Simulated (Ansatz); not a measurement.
B2FH3OSi (SMILES FB1BO[SiH2]1)

```yaml
atoms:
  - { symbol: F, position_ang: [-0.6346, -0.9121, 2.2356] }
  - { symbol: B, position_ang: [-0.2292, -0.3672, 1.1199] }
  - { symbol: B, position_ang: [0.8486, 0.8909, 0.5685] }
  - { symbol: O, position_ang: [0.6444, 0.7667, -0.7759] }
  - { symbol: Si, position_ang: [-0.4996, -0.5130, -0.8974] }
  - { symbol: H, position_ang: [1.6073, 1.7123, 0.9968] }
  - { symbol: H, position_ang: [-1.7221, -0.0189, -1.5887] }
  - { symbol: H, position_ang: [0.0773, -1.6157, -1.7146] }
```

Geometry: PBE0-D4/def2-TZVP.

The calculation used Ansatz, RKS PBE0-D4/def2-TZVPP.

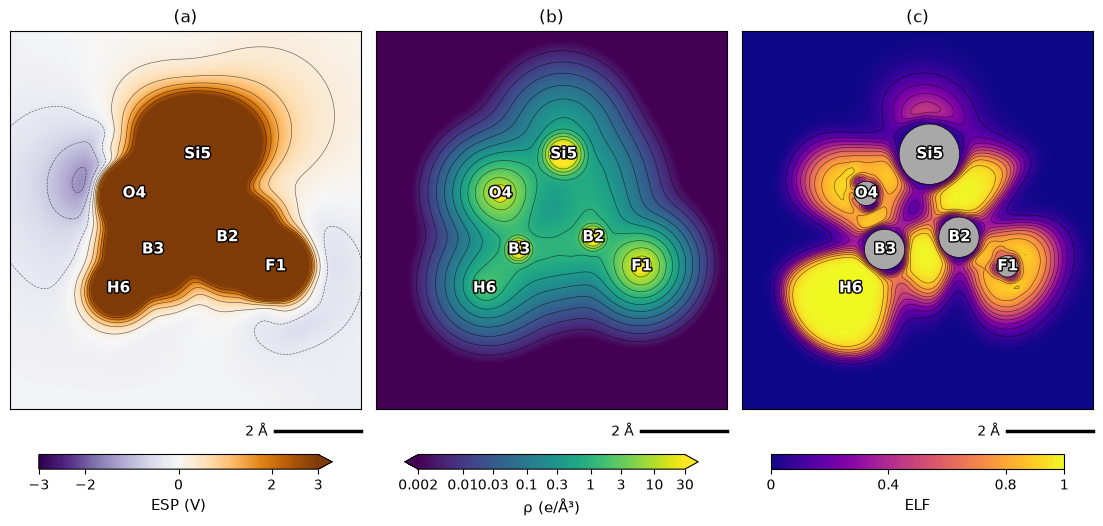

Figure 1. (a) molecular electrostatic potential; (b) electron density; (c) electron localisation function on the plane of atoms O4, B3 and H6. Grey discs cover the atomic cores in the ELF map.

Read the bonding off the picture.

- The plane passes through F, B, O, Si and H nuclei.
- B–F (1.31 Å): ρ at the midpoint is about 2.3 e/Å³; the ELF peaks at about 0.85 between the atoms: a shared but strongly polarised pair.
- B–O (1.37 Å): the density is about 2.1 e/Å³ at the midpoint; the ELF peaks at about 0.85 between the atoms, as expected for a short, strongly polar bond.
- Si–O (1.72 Å): ρ at the midpoint is about 1 e/Å³; the ELF peaks at about 0.90 between the atoms: a polar covalent bond.
- B–B (1.75 Å): ρ is about 1 e/Å³ halfway; the ELF peaks at about 1 between the atoms, as expected for a covalent bond.
- Si–B (2.04 Å): the density is about 0.73 e/Å³ at the midpoint; the ELF peaks at about 0.95 between the atoms: localised, covalent bonding.
- The ELF also peaks beside F1 and O4, away from the bonds: lone-pair regions.
- Outside the dense part of the molecule the potential is most negative (−1.5 V) near O4.

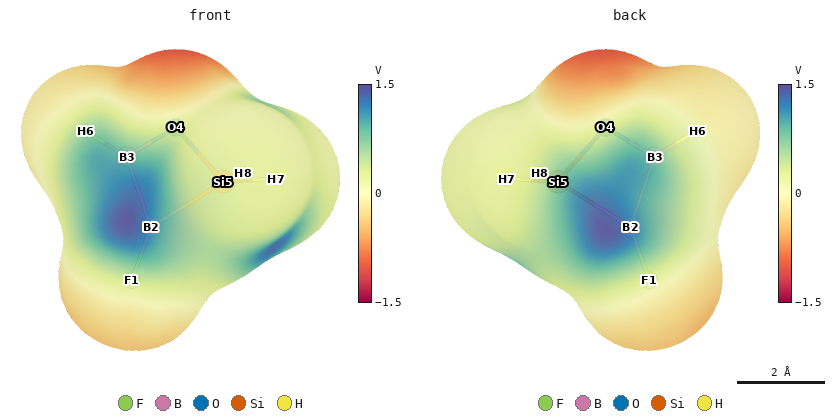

Figure 2. The electrostatic potential painted on the density surface at 0.001 e/bohr³, seen from the front and from behind; the colour scale runs from red (negative) to blue (positive).

Describe the electrostatic potential map.

The most negative region (about −1.0 V) lies over O4, the most positive (about +1.4 V) over B2.

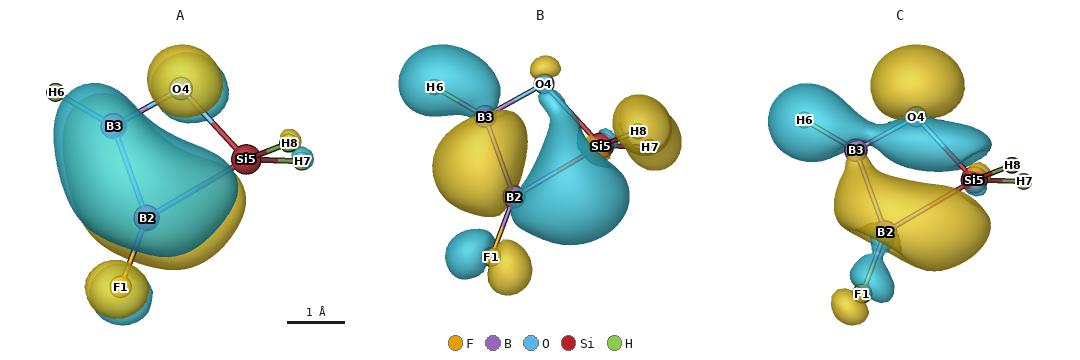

Figure 3. Three frontier orbitals at ±0.1 Å⁻³ᐟ² (yellow and cyan are the two phases), in no order.

Which picture is the HOMO−1, the HOMO and the LUMO?

C is the HOMO−1 (−9.17 eV). Its weight (Hirshfeld) is mainly on O4 (about 45 %), B2 (about 20 %), Si5 (about 15 %), B3 (about 10 %) and H6 (about 5 %). B is the HOMO (−7.05 eV). Its weight (Hirshfeld) is mainly on B2 (about 30 %), Si5 (about 25 %), B3 (about 20 %), F1 (about 10 %) and H6 (about 5 %). A is the LUMO (−2.74 eV). Its weight (Hirshfeld) is mainly on B2 (about 40 %), B3 (about 25 %), O4 (about 10 %) and F1 (about 10 %).

What is the HOMO–LUMO gap?

4.31 eV between the orbital energies.
